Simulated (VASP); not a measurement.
Band structure of NaF (rock salt). Calculation: vdW-DF2, VASP's PBE PAW potentials (set 64) (plane waves; VASP).

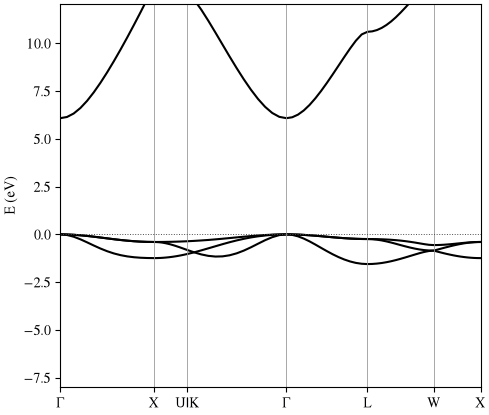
Figure. Bands along high-symmetry lines, zero at the valence-band maximum or, without a gap, the Fermi level

Read the plot: is there a gap, and where are the band edges?

The gap is direct, 6.08 eV, from the valence maximum at Γ to the conduction minimum at Γ. (Edges off the drawn lines would not show.)

Measured: gap 11.70 eV (computed value off by -5.62 eV), as given by David Koller et al., Journal of Physics Condensed Matter (2013), arXiv:1304.4470.

The compound is NaF in the rock salt structure. It was relaxed first.
